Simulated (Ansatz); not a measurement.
Cell of (GaP)6/(InP)6 zinc blende (001) superlattice on GaP +2.0%, with its geometry taken from a PBE run:

```
CELL_PARAMETERS angstrom
      3.97177     0.00000     0.00000
      0.00000     3.97177     0.00000
      0.00000     0.00000    35.14134
ATOMIC_POSITIONS crystal
  Ga 0.00000 0.00000 0.00220
  P  0.50000 0.00000 0.04073
  Ga 0.50000 0.50000 0.07921
  P  0.00000 0.50000 0.11769
  Ga 0.00000 0.00000 0.15616
  P  0.50000 0.00000 0.19463
  Ga 0.50000 0.50000 0.23310
  P  0.00000 0.50000 0.27157
  Ga 0.00000 0.00000 0.31005
  P  0.50000 0.00000 0.34853
  Ga 0.50000 0.50000 0.38706
  P  0.00000 0.50000 0.42518
  In 0.00000 0.00000 0.47039
  P  0.50000 0.00000 0.51519
  In 0.50000 0.50000 0.56005
  P  0.00000 0.50000 0.60490
  In 0.00000 0.00000 0.64977
  P  0.50000 0.00000 0.69463
  In 0.50000 0.50000 0.73949
  P  0.00000 0.50000 0.78436
  In 0.00000 0.00000 0.82921
  P  0.50000 0.00000 0.87407
  In 0.50000 0.50000 0.91887
  P  0.00000 0.50000 0.96408
```

The numbers are results of HSE06 with spin-orbit coupling (plane waves to 420 eV, PAW; Ansatz, a program for electronic structure), not measurements.  Its k-point mesh 4×4×1, Fermi–Dirac width 0.01 eV. HSE06 ran on meshes of its own (4×4×1); its edges and gaps are taken over the mesh and over extra points off it, mostly where PBE has its edges.

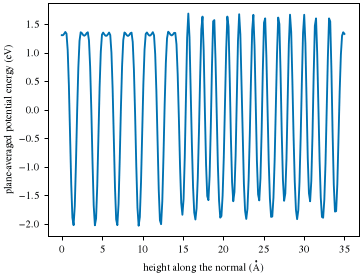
*Smooth (PAW) electrostatic potential energy of an electron, averaged over planes, about its mean*

The curve spans 3.7 eV over the stretch drawn.
